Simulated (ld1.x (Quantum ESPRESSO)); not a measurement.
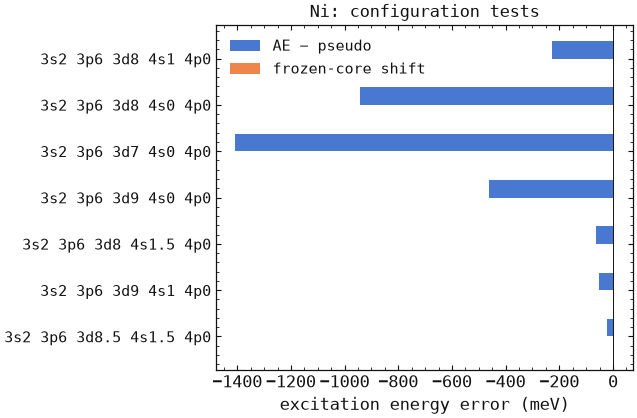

**Figure 1.** Errors, all-electron minus pseudo, of the energies of valence configurations relative to the unpolarised reference 3s2 3p6 3d8 4s2 4p0. The frozen-core shift is the all-electron excitation energy with the core held at its reference shape less the relaxed one.

- Worst configuration: 3s2 3p6 3d7 4s0 4p0 (charge +3): the error is -1408 meV on an all-electron energy of +64.03 eV relative to the reference, or 2.2 %.
- Errors in meV: 3s2 3p6 3d8 4s1 4p0: -227; 3s2 3p6 3d8 4s0 4p0: -943; 3s2 3p6 3d7 4s0 4p0: -1408; 3s2 3p6 3d9 4s0 4p0: -461; 3s2 3p6 3d8 4s1.5 4p0: -65; 3s2 3p6 3d9 4s1 4p0: -52; 3s2 3p6 3d8.5 4s1.5 4p0: -24.

Pseudopotential generation: Ni (part 1 of 2)

Nickel (Ni, Z = 28), core [Ne], reference valence 3s2 3p6 3d8 4s2 4p0, valence charge 18. Computed at this level: TM potential, PBEsol, scalar-relativistic, made with ld1.x (Quantum ESPRESSO) 7.5.

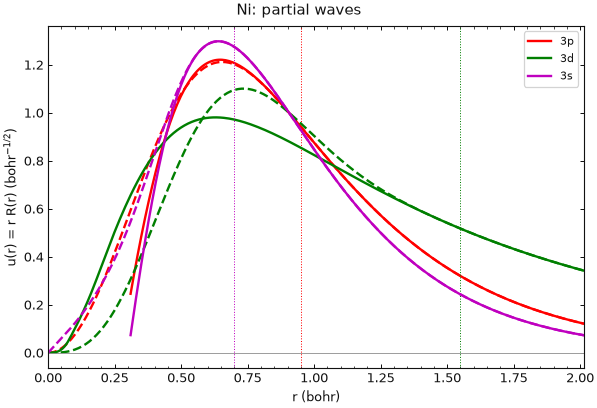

**Figure 2.** All-electron valence functions (solid) with their pseudo partners (dashed). Dotted lines mark the matching radii. The innermost oscillations of some all-electron curves aren't drawn. Pseudo-waves: 3p has no node; 3d has no node; 3s has no node.

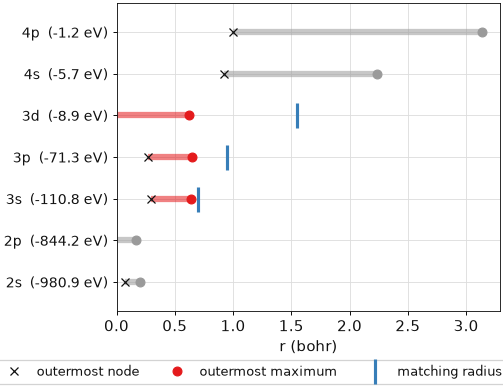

**Figure 3.** Outer shells of the all-electron reference atom: each bar runs from the outermost node (or the nucleus) to the outermost maximum of u(r); the tick is the radius chosen for the pseudo-wave. Shells without a tick have no pseudo-wave of their own. Levels, nodes and maxima are from ld1.x, scalar-relativistic.

- Radii against the shells: 3s: 0.70 bohr, outside the maximum; 3p: 0.95 bohr, outside the maximum; 3d: 1.55 bohr, outside the maximum.

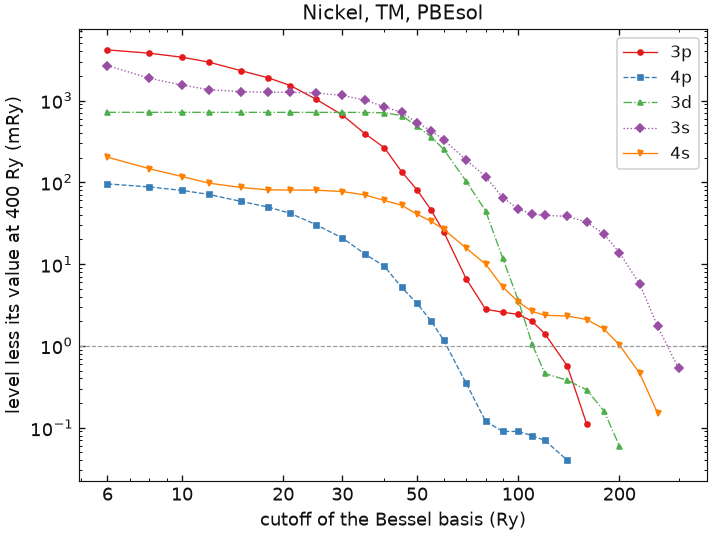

**Figure 4.** The pseudo-atom Hamiltonian at the reference potential is diagonalised in spherical Bessel functions (20 bohr box) up to the cutoff. Curves: distance of each valence level from its value at 400 Ry.

- Cutoffs for 10 and 1 mRy in the occupation-weighted sum of levels: 260 Ry and over 300 Ry, on the ladder of cutoffs that was run.
- Hardest occupied shell: 3s: its level needs 300 Ry to come within 1 mRy, against 230 Ry for 4s.
- Cutoffs from which each level stays within 1 mRy: 3p: 140 Ry; 4p: 70 Ry; 3d: 120 Ry; 3s: 300 Ry; 4s: 230 Ry.

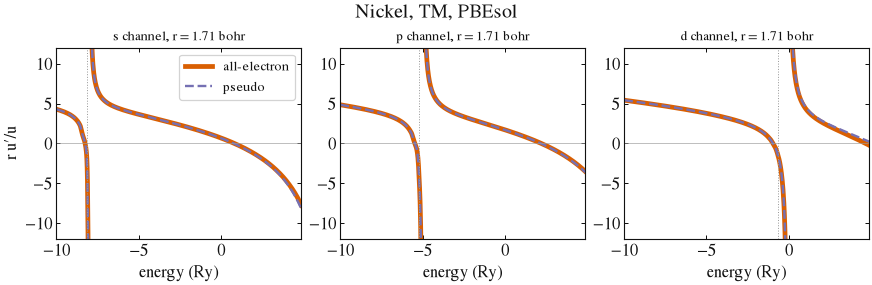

**Figure 5.** Logarithmic derivatives r u′/u at the test radius against energy, all-electron atom (solid) and pseudo-atom (dashed). Here u = r R(r). The dotted line marks the reference energy of the channel.

- Zeros of the logarithmic derivative: s: all-electron -8.3 and 0.8 Ry, pseudo -8.3 and 0.8 Ry; p: all-electron -5.5 and 2.2 Ry, pseudo -5.5 and 2.2 Ry; d: all-electron -1.0 and 4.7 Ry, pseudo -1.0 Ry.
- Ghost states: the plot shows none: pseudo and all-electron curves have the same branches in all channels drawn. The separate test gives: no ghost state below the valence levels in the p, d, s, f channels.
- Poles, where the radial function vanishes at the test radius: s: all-electron at -8.0 Ry, pseudo at -8.0 Ry; p: all-electron at -5.0 Ry, pseudo at -5.0 Ry; d: all-electron at -0.0 Ry, pseudo at -0.0 Ry.

These pictures come from the run below.

### Input
```
 &input
   title='Ni', zed=28., rel=1, dft='PBESOL', iswitch=3,
   config='[Ar] 3d8 4s2 4p0',
   nld=3, rlderiv=1.70, eminld=-10.0, emaxld=5.0, deld=0.04
 /
 &inputp
   pseudotype=2, tm=.true., lloc=0,
   nlcc=.true., rcore=0.35,
   file_pseudopw='Ni.UPF', file_wfcaegen='ae.wfc', file_wfcncgen='nc.wfc', file_beta='beta', file_chi='chi'
 /
3
3P  2  1   6.00   0.00  0.95  0.95  0.0
3D  3  2   8.00   0.00  1.55  1.55  0.0
3S  1  0   2.00   0.00  0.70  0.70  0.0
 &test
   configts(1)='3s2 3p6 3d8 4s2 4p0'
 /
```

### Input of the test run
```
 &input
   title='Ni', zed=28., rel=1, dft='PBESOL', iswitch=2,
   config='[Ar] 3d8 4s2 4p0'
 /
 &test
   file_pseudo='Ni.UPF', nconf=8,
   configts(1)='3s2 3p6 3d8 4s2 4p0',
   configts(2)='3s2 3p6 3d8 4s1 4p0',
   configts(3)='3s2 3p6 3d8 4s0 4p0',
   configts(4)='3s2 3p6 3d7 4s0 4p0',
   configts(5)='3s2 3p6 3d9 4s0 4p0',
   configts(6)='3s2 3p6 3d8 4s1.5 4p0',
   configts(7)='3s2 3p6 3d9 4s1 4p0',
   configts(8)='3s2 3p6 3d8.5 4s1.5 4p0'
 /
```

Run as:
```bash
ld1.x < Ni.in > Ni.out
```

### Log
```
     Program LD1 v.7.5
     --------------------------- All-electron run ----------------------------

     Ni
     scalar relativistic calculation

     atomic number is 28.00
     dft =PBESOL   lsd =0 sic =0 latt =0  beta=0.20 tr2=1.0E-14
     Exchange-correlation= PBESOL
                           (   1   4  10   8   0   0   0)
     mesh =1195 r(mesh) =  98.77016 a.u. xmin = -7.00 dx = 0.01250
     1 Ry =  13.60569312 eV, c = 137.03599908

     n l     nl                  e(Ry)          e(Ha)          e(eV)
     1 0     1S 1( 2.00)      -603.0081      -301.5041     -8204.3437
     2 0     2S 1( 2.00)       -72.0919       -36.0459      -980.8602
     2 1     2P 1( 6.00)       -62.0452       -31.0226      -844.1684
     3 0     3S 1( 2.00)        -8.1420        -4.0710      -110.7772
     3 1     3P 1( 6.00)        -5.2371        -2.6186       -71.2545
     3 2     3D 1( 8.00)        -0.6542        -0.3271        -8.9004
     4 0     4S 1( 2.00)        -0.4162        -0.2081        -5.6621
     4 1     4P 1( 0.00)        -0.0876        -0.0438        -1.1922

     final scf error:  5.1E-15 reached in  39 iterations

     Etot =   -3038.473244 Ry,   -1519.236622 Ha,  -41340.534517 eV

     Ekin =    3080.334450 Ry,    1540.167225 Ha,   41910.085242 eV
     Encl =   -7295.645835 Ry,   -3647.822917 Ha,  -99262.318363 eV
     Eh   =    1300.641018 Ry,     650.320509 Ha,   17696.122551 eV
     Exc  =    -123.802877 Ry,     -61.901438 Ha,   -1684.423945 eV

     normalization and overlap integrals

     s(1S/1S) =  1.000000  <r> =   0.0541  <r2> =    0.0039  r(max) =   0.0353
     s(2S/2S) =  1.000000  <r> =   0.2451  <r2> =    0.0709  r(max) =   0.2055
     s(2P/2P) =  1.000000  <r> =   0.2154  <r2> =    0.0570  r(max) =   0.1641
     s(3S/3S) =  1.000000  <r> =   0.7406  <r2> =    0.6339  r(max) =   0.6410
     s(3P/3P) =  1.000000  <r> =   0.7790  <r2> =    0.7171  r(max) =   0.6491
     s(3D/3D) =  1.000000  <r> =   1.0113  <r2> =    1.3894  r(max) =   0.6252
     s(4S/4S) =  1.000000  <r> =   2.7945  <r2> =    9.1358  r(max) =   2.2374
     s(4P/4P) =  1.000000  <r> =   4.3319  <r2> =   22.9842  r(max) =   3.1355

     ------------------------ End of All-electron run ------------------------

     --------------------- Generating NC pseudopotential ---------------------

      Generating local pot.: lloc=0, matching radius rcloc =   0.7000

      Computing core charge for nlcc:

       r > 0.35 : true rho core
       r < 0.35 : rho core = a sin(br)/r    a=  61.63  b=   7.45

      Integrated core pseudo-charge :   5.96

      Wfc   3P  rcut= 0.944  Using Troullier-Martins method

      Wfc   3D  rcut= 1.557  Using Troullier-Martins method

     ------------------- End of pseudopotential generation -------------------

     --------------------------- All-electron run ----------------------------

     Ni
     scalar relativistic calculation

     atomic number is 28.00
     dft =PBESOL   lsd =0 sic =0 latt =0  beta=0.20 tr2=1.0E-14
     Exchange-correlation= PBESOL
                           (   1   4  10   8   0   0   0)
     mesh =1195 r(mesh) =  98.77016 a.u. xmin = -7.00 dx = 0.01250
     1 Ry =  13.60569312 eV, c = 137.03599908

     n l     nl                  e(Ry)          e(Ha)          e(eV)
     1 0     1S 1( 2.00)      -603.0081      -301.5041     -8204.3437
     2 0     2S 1( 2.00)       -72.0919       -36.0459      -980.8602
     2 1     2P 1( 6.00)       -62.0452       -31.0226      -844.1684
     3 0     3S 1( 2.00)        -8.1420        -4.0710      -110.7772
     3 1     3P 1( 6.00)        -5.2371        -2.6186       -71.2545
     3 2     3D 1( 8.00)        -0.6542        -0.3271        -8.9004
     4 0     4S 1( 2.00)        -0.4162        -0.2081        -5.6621
     4 1     4P 1( 0.00)        -0.0876        -0.0438        -1.1922

     final scf error:  5.1E-15 reached in  39 iterations

     Etot =   -3038.473244 Ry,   -1519.236622 Ha,  -41340.534517 eV

     Ekin =    3080.334450 Ry,    1540.167225 Ha,   41910.085242 eV
     Encl =   -7295.645835 Ry,   -3647.822917 Ha,  -99262.318363 eV
     Eh   =    1300.641018 Ry,     650.320509 Ha,   17696.122551 eV
     Exc  =    -123.802877 Ry,     -61.901438 Ha,   -1684.423945 eV

     normalization and overlap integrals

     s(1S/1S) =  1.000000  <r> =   0.0541  <r2> =    0.0039  r(max) =   0.0353
     s(2S/2S) =  1.000000  <r> =   0.2451  <r2> =    0.0709  r(max) =   0.2055
     s(2P/2P) =  1.000000  <r> =   0.2154  <r2> =    0.0570  r(max) =   0.1641
     s(3S/3S) =  1.000000  <r> =   0.7406  <r2> =    0.6339  r(max) =   0.6410
     s(3P/3P) =  1.000000  <r> =   0.7790  <r2> =    0.7171  r(max) =   0.6491
     s(3D/3D) =  1.000000  <r> =   1.0113  <r2> =    1.3894  r(max) =   0.6252
     s(4S/4S) =  1.000000  <r> =   2.7945  <r2> =    9.1358  r(max) =   2.2374
     s(4P/4P) =  1.000000  <r> =   4.3319  <r2> =   22.9842  r(max) =   3.1355

     ------------------------ End of All-electron run ------------------------

     Computing logarithmic derivative in   1.71012
     Computing logarithmic derivative in   1.71012
     Computing the partial wave expansion
       no projector for channel:   0
     R is outside the sphere for l=    1 j= 0.00
     R is outside the sphere for l=    2 j= 0.00

     ---------------------- Testing the pseudopotential ----------------------

     Ni
     scalar relativistic calculation

     atomic number is 28.00   valence charge is 18.00
     dft =PBESOL   lsd =0 sic =0 latt =0  beta=0.20 tr2=1.0E-14
     mesh =1195 r(mesh) =  98.77016 xmin = -7.00 dx = 0.01250

     n l     nl             e AE (Ry)        e PS (Ry)    De AE-PS (Ry)
     1 0     3S   1( 2.00)       -8.14198       -8.14231        0.00033
     2 1     3P   1( 6.00)       -5.23711       -5.23719        0.00008
     3 2     3D   1( 8.00)       -0.65417       -0.65417        0.00000
     2 0     4S   1( 2.00)       -0.41616       -0.41957        0.00341
     3 1     4P   1( 0.00)       -0.08762       -0.08807        0.00045

     eps = 9.3E-16  iter = 13

     Etot =   -3038.473244 Ry,   -1519.236622 Ha,  -41340.534517 eV
     Etotps =  -347.909321 Ry,    -173.954661 Ha,   -4733.547461 eV

     Ekin =     170.053642 Ry,      85.026821 Ha,    2313.697662 eV
     Encl =    -707.176200 Ry,    -353.588100 Ha,   -9621.622355 eV
     Ehrt =     287.392134 Ry,     143.696067 Ha,    3910.169187 eV
     Ecxc =     -50.656928 Ry,     -25.328464 Ha,    -689.222620 eV
     (Ecc =     -15.906954 Ry,      -7.953477 Ha,    -216.425135 eV)
     Epseu=     -47.521970 Ry,     -23.760985 Ha,    -646.569334 eV

     ---------------------- End of pseudopotential test ----------------------
```

### Output of the test run (extracts)
```
     ---------------------- Testing the pseudopotential ----------------------

     Ni
     scalar relativistic calculation

     atomic number is 28.00   valence charge is 18.00
     dft =PBESOL   lsd =0 sic =0 latt =0  beta=0.20 tr2=1.0E-14
     mesh =1195 r(mesh) =  98.77016 xmin = -7.00 dx = 0.01250

     n l     nl             e AE (Ry)        e PS (Ry)    De AE-PS (Ry)
     1 0     3S   1( 2.00)       -8.14198       -8.14231        0.00033
     2 1     3P   1( 6.00)       -5.23711       -5.23719        0.00008
     3 2     3D   1( 8.00)       -0.65417       -0.65417        0.00000
     2 0     4S   1( 2.00)       -0.41616       -0.41957        0.00341
     3 1     4P   1( 0.00)       -0.08762       -0.08807        0.00045

     eps = 7.8E-16  iter = 13

     Etot =   -3038.473244 Ry,   -1519.236622 Ha,  -41340.534517 eV
     Etotps =  -347.909321 Ry,    -173.954660 Ha,   -4733.547452 eV

     Ekin =     170.053643 Ry,      85.026821 Ha,    2313.697675 eV
     Encl =    -707.176200 Ry,    -353.588100 Ha,   -9621.622357 eV
     Ehrt =     287.392134 Ry,     143.696067 Ha,    3910.169187 eV
     Ecxc =     -50.656928 Ry,     -25.328464 Ha,    -689.222621 eV
     (Ecc =     -15.906954 Ry,      -7.953477 Ha,    -216.425135 eV)
     Epseu=     -47.521970 Ry,     -23.760985 Ha,    -646.569336 eV

     ---------------------- End of pseudopotential test ----------------------

     ---------------------- Testing the pseudopotential ----------------------

     Ni
     scalar relativistic calculation

     atomic number is 28.00   valence charge is 18.00
     dft =PBESOL   lsd =0 sic =0 latt =0  beta=0.20 tr2=1.0E-14
     mesh =1195 r(mesh) =  98.77016 xmin = -7.00 dx = 0.01250

     n l     nl             e AE (Ry)        e PS (Ry)    De AE-PS (Ry)
     1 0     3S   1( 2.00)       -8.81180       -8.82859        0.01679  !
     2 1     3P   1( 6.00)       -5.90798       -5.92410        0.01613  !
     3 2     3D   1( 8.00)       -1.31961       -1.33663        0.01702  !
     2 0     4S   1( 1.00)       -0.96845       -1.00055        0.03210  !
     3 1     4P   1( 0.00)       -0.55314       -0.58429        0.03115  !

     eps = 4.0E-15  iter = 14

     Etot =   -3037.787020 Ry,   -1518.893510 Ha,  -41331.197968 eV
     Etotps =  -347.206428 Ry,    -173.603214 Ha,   -4723.984109 eV
     dEtot_ae =       0.686224 Ry
     dEtot_ps =       0.702893 Ry,   Delta E=      -0.016669 Ry

     Ekin =     170.421235 Ry,      85.210618 Ha,    2318.699026 eV
     Encl =    -695.104207 Ry,    -347.552103 Ha,   -9457.374523 eV
     Ehrt =     275.495634 Ry,     137.747817 Ha,    3748.309046 eV
     Ecxc =     -50.157554 Ry,     -25.078777 Ha,    -682.428290 eV
     (Ecc =     -15.906954 Ry,      -7.953477 Ha,    -216.425135 eV)
     Epseu=     -47.861536 Ry,     -23.930768 Ha,    -651.189368 eV

     ---------------------- End of pseudopotential test ----------------------

     ---------------------- Testing the pseudopotential ----------------------

     Ni
     scalar relativistic calculation

     atomic number is 28.00   valence charge is 18.00
     dft =PBESOL   lsd =0 sic =0 latt =0  beta=0.20 tr2=1.0E-14
     mesh =1195 r(mesh) =  98.77016 xmin = -7.00 dx = 0.01250

     n l     nl             e AE (Ry)        e PS (Ry)    De AE-PS (Ry)
     1 0     3S   1( 2.00)       -9.58546       -9.62012        0.03466  !
     2 1     3P   1( 6.00)       -6.68239       -6.71588        0.03349  !
     3 2     3D   1( 8.00)       -2.08291       -2.11957        0.03666  !
     2 0     4S   1( 0.00)       -1.57641       -1.65124        0.07483  !
     3 1     4P   1( 0.00)       -1.08772       -1.16865        0.08093  !

     eps = 3.2E-15  iter = 10

     Etot =   -3036.518386 Ry,   -1518.259193 Ha,  -41313.937317 eV
     Etotps =  -345.885125 Ry,    -172.942562 Ha,   -4706.006862 eV
     dEtot_ae =       1.954858 Ry
     dEtot_ps =       2.024196 Ry,   Delta E=      -0.069338 Ry

     Ekin =     170.779553 Ry,      85.389777 Ha,    2323.574193 eV
     Encl =    -681.203182 Ry,    -340.601591 Ha,   -9268.241453 eV
     Ehrt =     262.504561 Ry,     131.252280 Ha,    3571.556494 eV
     Ecxc =     -49.605941 Ry,     -24.802971 Ha,    -674.923213 eV
     (Ecc =     -15.906954 Ry,      -7.953477 Ha,    -216.425135 eV)
     Epseu=     -48.360115 Ry,     -24.180057 Ha,    -657.972883 eV

     ---------------------- End of pseudopotential test ----------------------

     ---------------------- Testing the pseudopotential ----------------------

     Ni
     scalar relativistic calculation

     atomic number is 28.00   valence charge is 18.00
     dft =PBESOL   lsd =0 sic =0 latt =0  beta=0.20 tr2=1.0E-14
     mesh =1195 r(mesh) =  98.77016 xmin = -7.00 dx = 0.01250

     n l     nl             e AE (Ry)        e PS (Ry)    De AE-PS (Ry)
     1 0     3S   1( 2.00)      -11.04312      -11.07975        0.03663  !
     2 1     3P   1( 6.00)       -8.12347       -8.15973        0.03626  !
     3 2     3D   1( 7.00)       -3.45662       -3.48553        0.02891  !
     2 0     4S   1( 0.00)       -2.43992       -2.53117        0.09125  !
     3 1     4P   1( 0.00)       -1.84973       -1.95006        0.10033  !

     eps = 3.7E-17  iter =  9

     Etot =   -3033.766837 Ry,   -1516.883419 Ha,  -41276.500594 eV
     Etotps =  -343.099403 Ry,    -171.549701 Ha,   -4668.105183 eV
     dEtot_ae =       4.706407 Ry
     dEtot_ps =       4.809918 Ry,   Delta E=      -0.103512 Ry

     Ekin =     165.808645 Ry,      82.904323 Ha,    2255.941545 eV
     Encl =    -653.596889 Ry,    -326.798444 Ha,   -8892.638697 eV
     Ehrt =     240.289035 Ry,     120.144518 Ha,    3269.298872 eV
     Ecxc =     -48.195902 Ry,     -24.097951 Ha,    -655.738659 eV
     (Ecc =     -15.906954 Ry,      -7.953477 Ha,    -216.425135 eV)
     Epseu=     -47.404292 Ry,     -23.702146 Ha,    -644.968244 eV

     ---------------------- End of pseudopotential test ----------------------

     ---------------------- Testing the pseudopotential ----------------------

     Ni
     scalar relativistic calculation

     atomic number is 28.00   valence charge is 18.00
     dft =PBESOL   lsd =0 sic =0 latt =0  beta=0.20 tr2=1.0E-14
     mesh =1195 r(mesh) =  98.77016 xmin = -7.00 dx = 0.01250

     n l     nl             e AE (Ry)        e PS (Ry)    De AE-PS (Ry)
     1 0     3S   1( 2.00)       -8.37906       -8.40659        0.02754  !
     2 1     3P   1( 6.00)       -5.48645       -5.51263        0.02618  !
     3 2     3D   1( 9.00)       -0.95142       -0.98368        0.03226  !
     2 0     4S   1( 0.00)       -0.83906       -0.89067        0.05161  !
     3 1     4P   1( 0.00)       -0.46406       -0.51556        0.05149  !

     eps = 5.4E-16  iter = 12

     Etot =   -3038.012846 Ry,   -1519.006423 Ha,  -41334.270486 eV
     Etotps =  -347.415009 Ry,    -173.707504 Ha,   -4726.821996 eV
     dEtot_ae =       0.460398 Ry
     dEtot_ps =       0.494312 Ry,   Delta E=      -0.033914 Ry

     Ekin =     173.660451 Ry,      86.830226 Ha,    2362.770807 eV
     Encl =    -703.721675 Ry,    -351.860837 Ha,   -9574.621148 eV
     Ehrt =     282.077413 Ry,     141.038706 Ha,    3837.858718 eV
     Ecxc =     -50.710919 Ry,     -25.355459 Ha,    -689.957199 eV
     (Ecc =     -15.906954 Ry,      -7.953477 Ha,    -216.425135 eV)
     Epseu=     -48.720280 Ry,     -24.360140 Ha,    -662.873174 eV

     ---------------------- End of pseudopotential test ----------------------
```

(Continued in part 2.) Outcome of the run: generated.
